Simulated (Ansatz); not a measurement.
Convergence study of the plane-wave cutoff for Cu3Sn (Pmm2, 8 atoms in the cell)

```
CELL_PARAMETERS angstrom
      4.30207     0.00000     0.00000
      0.00000     5.40536     0.00000
      0.00000     0.00000     4.74075
ATOMIC_POSITIONS crystal
  Cu 0.50000 0.00000 0.31155
  Cu 0.00000 0.50000 0.69900
  Cu 0.00000 0.75052 0.15581
  Cu 0.00000 0.24948 0.15581
  Cu 0.50000 0.74948 0.84419
  Cu 0.50000 0.25052 0.84419
  Sn 0.50000 0.50000 0.34118
  Sn 0.00000 0.00000 0.65882
```

Level of theory: PBEsol, default PAW files made with PBE (plane waves; Ansatz, a quantum-chemistry and plane-wave program).

Base settings: basis.ecutwfc = 420 eV; kpoints.mp_grid.grid = 4 2 3; hamiltonian.xc = pbesol; hamiltonian.pseudopotentials = {kind: paw} (the program's default PAW files); scf.occupations.method = fermi_dirac; scf.occupations.width = 0.1 eV.

The second cell is the first with its lattice scaled by 0.98.

The mesh stays at the base's, so the ladder's end is converged at best in this setting alone.

The first pressure column holds Ansatz's estimate of the finite-basis (Pulay) stress, which hides part of the cutoff error; the other is without it.

Only quantities that move along the ladder and can be compared are tabulated.

The count of work is k-points × plane waves × bands × iterations; it is no time. 

The starting cell comes from a database of computed structures (which also holds hypothetical and non-ambient phases and stackings), without a prior relaxation at this level. Its lattice was rescaled by up to half a per cent. One atom was moved a little off its site on purpose. Spin polarisation is off. Without a gap this mesh is coarse (it stands for a supercell whose shortest vector is 11 Å).

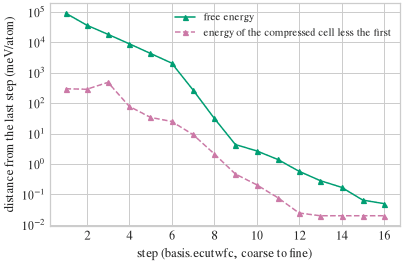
*Distance from the last step along the ladder; very small values are drawn at a floor.*

| basis.ecutwfc | free energy less the last step's (meV/atom) | energy of the compressed cell less the first (meV/atom) | pressure (GPa) | pressure without the Pulay estimate (GPa) | largest difference of a force vector from the last step's (eV/Å) | count of work / last |
|---|---|---|---|---|---|---|
| 145 eV | 91866.99 | -276.65 | 64.57 | -3719.41 | 3.038 | 0.069 |
| 170 eV | 36829.74 | 311.13 | 22.42 | -1739.03 | 1.553 | 0.085 |
| 190 eV | 18421.87 | -462.38 | -13.11 | -965.59 | 0.337 | 0.091 |
| 210 eV | 9027.57 | -56.33 | -4.40 | -526.94 | 0.615 | 0.11 |
| 230 eV | 4346.01 | 56.95 | -0.45 | -285.36 | 0.329 | 0.12 |
| 250 eV | 2083.80 | -2.50 | 5.63 | -155.02 | 0.114 | 0.12 |
| 295 eV | 276.07 | 31.99 | 1.88 | -29.25 | 0.111 | 0.16 |
| 335 eV | 32.33 | 24.78 | 0.34 | -4.44 | 0.008 | 0.17 |
| 380 eV | 4.39 | 23.07 | 0.06 | -0.20 | 0.001 | 0.23 |
| 420 eV | 2.72 | 22.81 | 0.02 | -0.09 | 0.001 | 0.27 |
| 460 eV | 1.42 | 22.68 | 0.00 | -0.10 | 0.001 | 0.31 |
| 505 eV | 0.58 | 22.62 | -0.01 | -0.05 | 0.000 | 0.35 |
| 565 eV | 0.29 | 22.62 | -0.01 | -0.02 | 0.000 | 0.42 |
| 630 eV | 0.17 | 22.61 | -0.02 | -0.02 | 0.000 | 0.49 |
| 735 eV | 0.07 | 22.60 | -0.02 | -0.02 | 0.000 | 0.62 |
| 840 eV | 0.04 | 22.60 | -0.02 | -0.02 | 0.000 | 0.76 |
| 1010 eV | 0.00 | 22.60 | -0.02 | -0.02 | 0.000 | 1.0 |

Coarsest basis.ecutwfc that holds the forces within 0.005 eV/Å of the last step, with all finer ones: 380 eV, at 0.23 of the last step's count of work; the step before is off by 0.008 eV/Å.

Coarsest basis.ecutwfc that holds the pressure within 0.5 GPa of the last step, with all finer ones: 335 eV, at 0.17 of the last step's count of work; the step before is off by 1.9 GPa.

Coarsest basis.ecutwfc that holds the free energy within 0.5 meV/atom of the last step, with all finer ones: 565 eV, at 0.42 of the last step's count of work; the step before is off by 0.58 meV/atom.

The energy difference between the two cells stays within 1 meV/atom of the last step's from 380 eV on, the total only from 505 eV on: much of the error is common to both cells and cancels.

At the lowest cutoff the pressure without the Pulay estimate lies 3720 GPa under the last step's, the usual sign of Pulay stress in an incomplete plane-wave basis.

Keys are those of Ansatz 0.2.
